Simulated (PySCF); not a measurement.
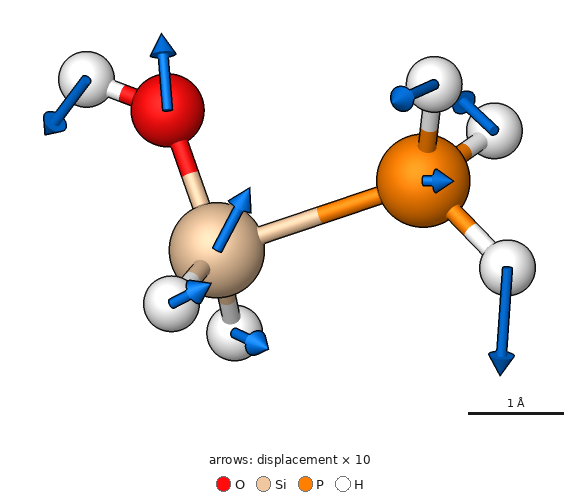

A relaxation of SiPH$_{6}$O (charge +1). The starting structure is drawn; blue arrows show the displacements, magnified 10 times. The two geometries are superimposed by the best rigid fit.

A ball-and-stick model, seen at a tilt.

The start comes from GFN2-xTB.

The calculation used PBE0-D3(BJ)/def2-SVP geometry optimisation, gas phase in PySCF. 

Q: Which element moves most?

A: Hydrogen: up to 0.12 Å, against 0.09 Å for oxygen.

Q: What happened in the run?

A: The largest move after the best rigid fit is that of an H atom, 0.12 Å. Largest moves by element: H 0.12 Å, O 0.09 Å, Si 0.08 Å, P 0.04 Å. Near-neighbour distances that change, for instance: O–Si 1.597 → 1.632 Å, H–P 1.377 → 1.412 Å, H–Si 1.455 → 1.482 Å, P–Si 2.349 → 2.326 Å. Among the angles between lasting bonds that change: Si–O–H 131.7° → 124.5°, H–P–H 100.2° → 105.2°, H–P–H 100.7° → 105.4°. The energy falls by 15.3 kJ/mol in 8 geometry steps. Largest force component: 1 eV/Å at the start, 0.018 eV/Å at the end.
